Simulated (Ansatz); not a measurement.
# CH₇GeNO: geometry optimisation

What shape does CH₇GeNO take? The plan is to relax it.

Program: Ansatz 0.2.0, Gaussian basis. Level of theory: RKS PBE0-D4/def2-TZVP. These are calculated values, not measurements.

Levels to be run: relaxation at PBE-D4/def2-SVP; relaxation at PBE0-D4/def2-TZVP.

1 further run of the same task is left out (set aside as unsound or not needed).

**1. The system as given**

SMILES `NC[O][GeH3]`, 11 atoms, charge 0, spin multiplicity 1.

Atoms are counted from 1 here; the program's logs count them from 0.

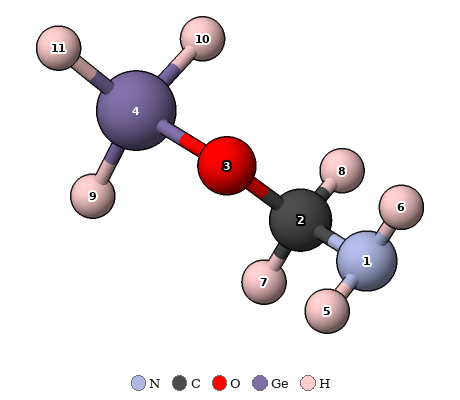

Start geometry, drawn with nitrogen light blue, carbon dark grey, oxygen red, germanium purple, hydrogen pink; atoms are numbered from 1 in the order of the file.

The start is a force-field geometry with small random shifts, so a cheaper pass at PBE-D4/def2-SVP comes first.

**2. Geometry optimisation, PBE-D4/def2-SVP (cheap first pass)**

The input, in.yaml:

```yaml
crystal:
  periodic: [false, false, false]
  atoms:
    - {symbol: N, position_ang: [-1.249500, 1.532600, 0.692200]}
    - {symbol: C, position_ang: [-0.741000, 0.417500, -0.007300]}
    - {symbol: O, position_ang: [0.542500, 0.194200, 0.433300]}
    - {symbol: Ge, position_ang: [1.293900, -1.231900, -0.433100]}
    - {symbol: H, position_ang: [-0.674300, 2.391500, 0.479900]}
    - {symbol: H, position_ang: [-1.269900, 1.407700, 1.708100]}
    - {symbol: H, position_ang: [-0.719100, 0.627300, -1.097500]}
    - {symbol: H, position_ang: [-1.347200, -0.443300, 0.198600]}
    - {symbol: H, position_ang: [1.233600, -0.948400, -1.912900]}
    - {symbol: H, position_ang: [0.338500, -2.479800, -0.107000]}
    - {symbol: H, position_ang: [2.657900, -1.524500, 0.066200]}
basis:
  gaussian: {orbitals: def2-SVP}
hamiltonian: {xc: pbe, dispersion: d4}
relax: {f_tol: 0.03, max_steps: 200}
```

Run with:

```sh
ansatz run in.yaml --threads 4 --pin off --events-out ev --progress --plain --max-ram 10444MiB
```

Output, shortened:

```text
Functional definition: PBE
  name "PBE"
  cite "Perdew, Burke & Ernzerhof, Phys. Rev. Lett. 77, 3865 (1996) doi:10.1103/PhysRevLett.77.3865"
  parent pbe
[...]
1230 factors; their error is unknown
[...]
mean field -61181.10866122 eV, -2248.3642732548 hartree, gradient 5.5e-5 eV, S^2 0.000000; 0 other end points of the search recorded, 0 dependent functions left out
[...]
reference -61181.10869996 eV, -2248.3642746787 hartree; 30, 30 occupied and 79, 79 virtual orbitals, 1230 factors
relax step   1: F+E_penalty+E_count = -61181.29379917 eV  Δ(F+E_penalty+E_count) = +0.000e0 eV  max|allowed force component| = 2.658e0 eV/Å  Δτ_max = 0.0000 Å  (27 SCF iters, accepted)
[...]
relax step   5: F+E_penalty+E_count = -61181.62851266 eV  Δ(F+E_penalty+E_count) = -2.159e-3 eV  max|allowed force component| = 1.525e-1 eV/Å  Δτ_max = 0.0129 Å  (31 SCF iters, accepted)
[...]
relax step   6: F+E_penalty+E_count = -61181.62932642 eV  Δ(F+E_penalty+E_count) = -8.138e-4 eV  max|allowed force component| = 1.243e-2 eV/Å  Δτ_max = 0.0104 Å  (31 SCF iters, accepted)
1230 factors; their error is unknown
[...]
mean field -61181.44955145 eV, -2248.3768007396 hartree, gradient 2.3e-5 eV, S^2 0.000000; 1 other end points of the search recorded, 0 dependent functions left out
[...]
reference -61181.44959097 eV, -2248.3768021921 hartree; 30, 30 occupied and 79, 79 virtual orbitals, 1230 factors
Total energy: -61181.62936594 eV, -2248.3834088006 hartree
Atom 0 at    -1.259483     1.615766     0.723975 Å, force     0.009750    -0.000723     0.004875 eV/Å
Atom 1 at    -0.809316     0.473218    -0.004090 Å, force     0.000104     0.012433     0.009665 eV/Å
Atom 2 at     0.531793     0.103609     0.350286 Å, force     0.002218     0.000107     0.001504 eV/Å
Atom 3 at     1.294415    -1.321687    -0.455232 Å, force     0.002205    -0.001564    -0.000783 eV/Å
Atom 4 at    -0.630954     2.411002     0.550349 Å, force    -0.004248    -0.003558    -0.002317 eV/Å
Atom 5 at    -1.215011     1.426575     1.733836 Å, force    -0.002922    -0.000673    -0.004854 eV/Å
Atom 6 at    -0.867896     0.701451    -1.096075 Å, force     0.000164     0.000807    -0.009947 eV/Å
Atom 7 at    -1.506866    -0.375451     0.198757 Å, force    -0.005584    -0.008237     0.001231 eV/Å
Atom 8 at     1.364844    -1.082513    -1.992616 Å, force    -0.002285    -0.000406     0.001376 eV/Å
Atom 9 at     0.459595    -2.602770    -0.159259 Å, force    -0.000813     0.001998    -0.001448 eV/Å
Atom 10 at     2.704279    -1.406299     0.170569 Å, force     0.001410    -0.000182     0.000697 eV/Å
Dipole moment:     0.086368    -0.075990    -0.020125 e Å
```

Wall time 7 s (4 threads of Arm Neoverse V2, shared host).

Relaxation path:

| step | energy from step 1 (eV) | largest force component (eV/Å) |
| --- | --- | --- |
| 1 | 0.0000 | 2.6583 |
| 2 | -0.3002 | 0.7286 |
| 3 | -0.3288 | 0.2222 |
| 4 | -0.3326 | 0.2261 |
| 5 | -0.3347 | 0.1525 |
| 6 | -0.3355 | 0.0124 |

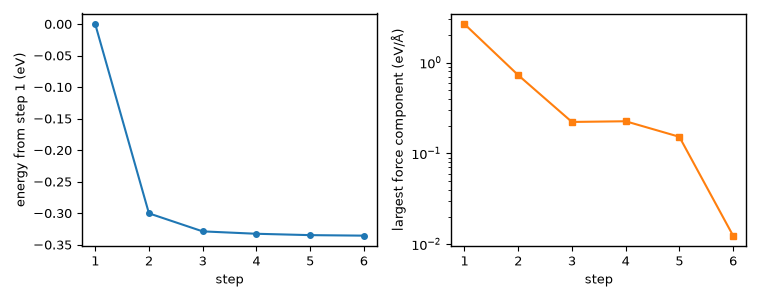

Energy and largest force along the relaxation.

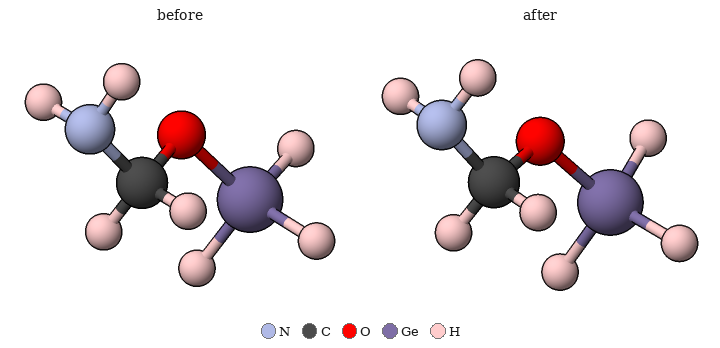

Before and after, at one scale.

Distances of close pairs at the start and the end, largest changes first:

| bond | before (Å) | after (Å) | change (Å) |
| --- | --- | --- | --- |
| Ge4–H11 | 1.482 | 1.545 | +0.063 |
| C2–O3 | 1.375 | 1.436 | +0.060 |
| Ge4–H9 | 1.508 | 1.557 | +0.050 |
| Ge4–H10 | 1.605 | 1.557 | -0.048 |
| C2–H8 | 1.073 | 1.117 | +0.044 |
| N1–H5 | 1.055 | 1.028 | -0.027 |
| O3–Ge4 | 1.830 | 1.806 | -0.024 |
| N1–C2 | 1.411 | 1.428 | +0.016 |

**3. Optimising with PBE0-D4/def2-TZVP**

The input, in.yaml:

```yaml
crystal:
  periodic: [false, false, false]
  atoms:
    - {symbol: N, position_ang: [-1.259483, 1.615766, 0.723975]}
    - {symbol: C, position_ang: [-0.809316, 0.473218, -0.004090]}
    - {symbol: O, position_ang: [0.531793, 0.103609, 0.350286]}
    - {symbol: Ge, position_ang: [1.294415, -1.321687, -0.455232]}
    - {symbol: H, position_ang: [-0.630954, 2.411002, 0.550349]}
    - {symbol: H, position_ang: [-1.215011, 1.426575, 1.733836]}
    - {symbol: H, position_ang: [-0.867896, 0.701451, -1.096075]}
    - {symbol: H, position_ang: [-1.506866, -0.375451, 0.198757]}
    - {symbol: H, position_ang: [1.364844, -1.082513, -1.992616]}
    - {symbol: H, position_ang: [0.459595, -2.602770, -0.159259]}
    - {symbol: H, position_ang: [2.704279, -1.406299, 0.170569]}
basis:
  gaussian: {orbitals: def2-TZVP}
hamiltonian: {xc: pbe0, dispersion: d4}
relax: {f_tol: 0.005, max_steps: 150}
```

The command is unchanged.

Output:

```text
Functional definition: PBE0
  name "PBE0"
  cite "Adamo & Barone, J. Chem. Phys. 110, 6158 (1999) doi:10.1063/1.478522"
  cite "Perdew, Burke & Ernzerhof, Phys. Rev. Lett. 77, 3865 (1996) doi:10.1103/PhysRevLett.77.3865"
  parent pbe
  parameter a = 0.25
  parameter kappa = 0.804
  parameter beta = 0.06672455060314922
  exchange = (1 - a)*pbe_x(kappa = kappa, mu = beta*pi^2/3) + a*exact_x
  correlation = pbe_c(beta = beta)
1195 factors; their error is unknown
mean field evaluation 1: about -61188.0630 eV, gradient 6.5e1 eV
mean field evaluation 2: about -61173.3338 eV, gradient 1.1e2 eV
mean field evaluation 4: about -61195.4930 eV, gradient 7.6e0 eV
mean field evaluation 8: about -61195.5967 eV, gradient 8.0e-2 eV
mean field evaluation 16: about -61195.8647 eV, gradient 5.7e-5 eV
mean field -61195.86469634 eV, -2248.9065475437 hartree, gradient 5.7e-5 eV, S^2 0.000000; 0 other end points of the search recorded, 0 dependent functions left out
the calculation of the forces begins
reference -61195.86472868 eV, -2248.9065487322 hartree; 30, 30 occupied and 153, 153 virtual orbitals, 1195 factors
relax step   1: F+E_penalty+E_count = -61196.01591600 eV  Δ(F+E_penalty+E_count) = +0.000e0 eV  max|allowed force component| = 6.158e-1 eV/Å  Δτ_max = 0.0000 Å  (27 SCF iters, accepted)
these checks for a lower state are left out or cut short: starts, cluster_reference, orbital_swaps, neighbouring_geometries, increment
1195 factors; their error is unknown
mean field -61195.90149172 eV, -2248.9078997489 hartree, gradient 2.3e-5 eV, S^2 0.000000; 0 other end points of the search recorded, 0 dependent functions left out
the calculation of the forces begins
reference -61195.90152386 eV, -2248.9079009301 hartree; 30, 30 occupied and 153, 153 virtual orbitals, 1195 factors
relax step   2: F+E_penalty+E_count = -61196.05366890 eV  Δ(F+E_penalty+E_count) = -3.775e-2 eV  max|allowed force component| = 2.025e-1 eV/Å  Δτ_max = 0.0355 Å  (32 SCF iters, accepted)
these checks for a lower state are left out or cut short: starts, cluster_reference, orbital_swaps, neighbouring_geometries, increment
1195 factors; their error is unknown
mean field -61195.90577803 eV, -2248.9080572677 hartree, gradient 2.3e-5 eV, S^2 0.000000; 0 other end points of the search recorded, 0 dependent functions left out
the calculation of the forces begins
reference -61195.90581012 eV, -2248.9080584471 hartree; 30, 30 occupied and 153, 153 virtual orbitals, 1195 factors
relax step   3: F+E_penalty+E_count = -61196.05827336 eV  Δ(F+E_penalty+E_count) = -4.604e-3 eV  max|allowed force component| = 5.075e-2 eV/Å  Δτ_max = 0.0118 Å  (32 SCF iters, accepted)
these checks for a lower state are left out or cut short: starts, cluster_reference, orbital_swaps, neighbouring_geometries, increment
1195 factors; their error is unknown
mean field evaluation 32: about -61195.6274 eV, gradient 1.6e0 eV
mean field -61195.90474001 eV, -2248.9080191212 hartree, gradient 2.3e-5 eV, S^2 0.000000; 0 other end points of the search recorded, 0 dependent functions left out
the calculation of the forces begins
reference -61195.90477220 eV, -2248.9080203042 hartree; 30, 30 occupied and 153, 153 virtual orbitals, 1195 factors
relax step   4: F+E_penalty+E_count = -61196.05716242 eV  Δ(F+E_penalty+E_count) = +1.111e-3 eV  max|allowed force component| = 1.175e-1 eV/Å  Δτ_max = 0.0227 Å  (31 SCF iters, rejected (line search))
these checks for a lower state are left out or cut short: starts, cluster_reference, orbital_swaps, neighbouring_geometries, increment
1195 factors; their error is unknown
mean field -61195.90623490 eV, -2248.9080740576 hartree, gradient 2.2e-5 eV, S^2 0.000000; 0 other end points of the search recorded, 0 dependent functions left out
the calculation of the forces begins
reference -61195.90626702 eV, -2248.9080752381 hartree; 30, 30 occupied and 153, 153 virtual orbitals, 1195 factors
relax step   5: F+E_penalty+E_count = -61196.05872121 eV  Δ(F+E_penalty+E_count) = -4.478e-4 eV  max|allowed force component| = 1.074e-2 eV/Å  Δτ_max = 0.0107 Å  (31 SCF iters, accepted)
these checks for a lower state are left out or cut short: starts, cluster_reference, orbital_swaps, neighbouring_geometries, increment
1195 factors; their error is unknown
mean field -61195.90620720 eV, -2248.9080730397 hartree, gradient 2.2e-5 eV, S^2 0.000000; 0 other end points of the search recorded, 0 dependent functions left out
the calculation of the forces begins
reference -61195.90623932 eV, -2248.9080742200 hartree; 30, 30 occupied and 153, 153 virtual orbitals, 1195 factors
relax step   6: F+E_penalty+E_count = -61196.05872634 eV  Δ(F+E_penalty+E_count) = -5.140e-6 eV  max|allowed force component| = 1.185e-2 eV/Å  Δτ_max = 0.0023 Å  (32 SCF iters, accepted)
these checks for a lower state are left out or cut short: starts, cluster_reference, orbital_swaps, neighbouring_geometries, increment
1195 factors; their error is unknown
mean field -61195.90622356 eV, -2248.9080736409 hartree, gradient 2.2e-5 eV, S^2 0.000000; 0 other end points of the search recorded, 0 dependent functions left out
the calculation of the forces begins
reference -61195.90625569 eV, -2248.9080748214 hartree; 30, 30 occupied and 153, 153 virtual orbitals, 1195 factors
relax step   7: F+E_penalty+E_count = -61196.05872883 eV  Δ(F+E_penalty+E_count) = -2.487e-6 eV  max|allowed force component| = 3.130e-3 eV/Å  Δτ_max = 0.0017 Å  (32 SCF iters, accepted)
1195 factors; their error is unknown
mean field evaluation 64: about -61195.9062 eV, gradient 5.1e-3 eV
mean field -61195.90622356 eV, -2248.9080736409 hartree, gradient 2.2e-5 eV, S^2 0.000000; 1 other end points of the search recorded, 0 dependent functions left out
the calculation of the forces begins
reference -61195.90625569 eV, -2248.9080748214 hartree; 30, 30 occupied and 153, 153 virtual orbitals, 1195 factors
Total energy: -61196.05876096 eV, -2248.9136792867 hartree
Atom 0 at    -1.243193     1.597582     0.716666 Å, force    -0.000725     0.002536     0.001694 eV/Å
Atom 1 at    -0.787192     0.460627    -0.003355 Å, force    -0.000631    -0.000245    -0.000446 eV/Å
Atom 2 at     0.540509     0.099632     0.352105 Å, force     0.000157    -0.000363     0.000057 eV/Å
Atom 3 at     1.283018    -1.307572    -0.449113 Å, force     0.000524     0.000514     0.000128 eV/Å
Atom 4 at    -0.648570     2.396752     0.536855 Å, force    -0.000209    -0.000699     0.000510 eV/Å
Atom 5 at    -1.229083     1.419119     1.712928 Å, force     0.000342     0.000345    -0.000753 eV/Å
Atom 6 at    -0.837498     0.686442    -1.077021 Å, force     0.001158    -0.001549     0.000596 eV/Å
Atom 7 at    -1.468621    -0.376117     0.201115 Å, force     0.001802    -0.000377    -0.000704 eV/Å
Atom 8 at     1.333042    -1.057824    -1.969630 Å, force    -0.002229    -0.002498     0.000235 eV/Å
Atom 9 at     0.437640    -2.563023    -0.155803 Å, force    -0.000415     0.000553    -0.003130 eV/Å
Atom 10 at     2.685349    -1.412717     0.155752 Å, force     0.000225     0.001783     0.001812 eV/Å
Dipole moment:     0.118396    -0.112216    -0.034581 e Å
```

Run time: 19 s. Hardware: 4 threads of Arm Neoverse V2, shared host; peak memory 0.45 GiB.

The steps of the relaxation: (the energy doesn't fall at every step)

| step | energy from step 1 (eV) | largest force component (eV/Å) |
| --- | --- | --- |
| 1 | 0.0000 | 0.6158 |
| 2 | -0.0378 | 0.2025 |
| 3 | -0.0424 | 0.0507 |
| 4 | -0.0412 | 0.1175 |
| 5 | -0.0428 | 0.0107 |
| 6 | -0.0428 | 0.0118 |
| 7 | -0.0428 | 0.0031 |

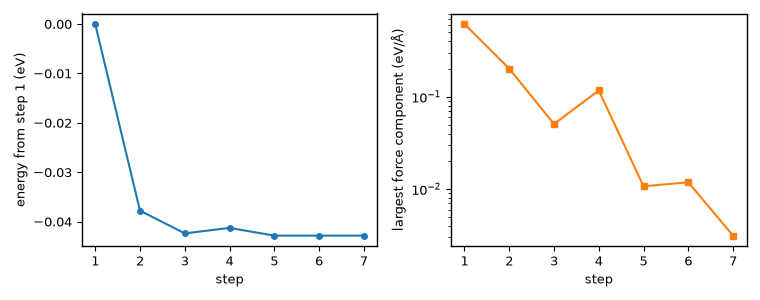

Energy and largest force along the relaxation.

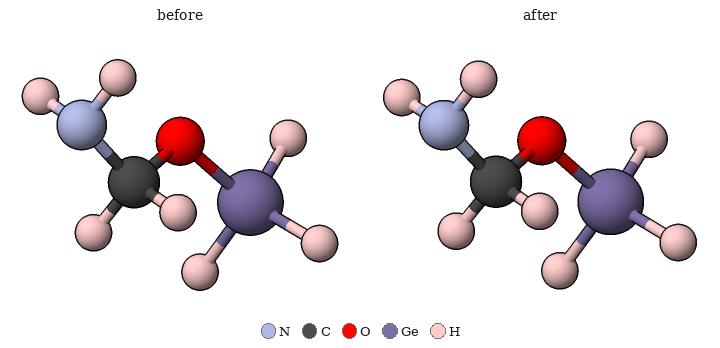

Before and after, at one scale.

Distances of close pairs at the start and the end, largest changes first:

| bond | before (Å) | after (Å) | change (Å) |
| --- | --- | --- | --- |
| O3–Ge4 | 1.806 | 1.781 | -0.025 |
| C2–H7 | 1.117 | 1.098 | -0.019 |
| C2–H8 | 1.117 | 1.098 | -0.019 |
| N1–H5 | 1.028 | 1.012 | -0.016 |
| N1–H6 | 1.028 | 1.012 | -0.016 |
| Ge4–H9 | 1.557 | 1.542 | -0.016 |
| Ge4–H10 | 1.557 | 1.542 | -0.016 |
| C2–O3 | 1.436 | 1.421 | -0.014 |

Mulliken charges of the relaxed molecule (report file):

| atom | value (e) |
| --- | --- |
| N1 | -0.49 |
| C2 | 0.00 |
| O3 | -0.40 |
| Ge4 | 0.24 |
| H5 | 0.22 |
| H6 | 0.22 |
| H7 | 0.10 |
| H8 | 0.10 |
| H9 | -0.01 |
| H10 | -0.01 |
| H11 | 0.01 |

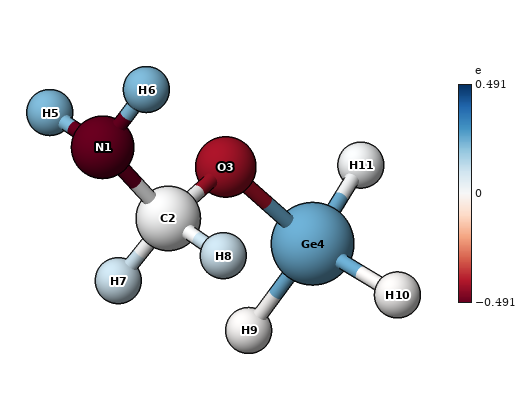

Mulliken charges of the relaxed molecule (report file), as colours on the atoms.

**4. Summary of results**

```
                  quantity           value
               point group              Cs
                     steps           6 + 7
shift from the start (rms)         0.112 Å
              total energy  -61196.0588 eV
           dispersion term        -153 meV
             dipole moment          0.80 D
```

The relaxed geometry lies 0.11 Å (rms) from the start; the bond that changed most is Ge4–H10, from 1.605 to 1.542 Å. No vibrations were run, so it is not proven to be a minimum. The largest Mulliken charge, -0.49 e, sits on N1.
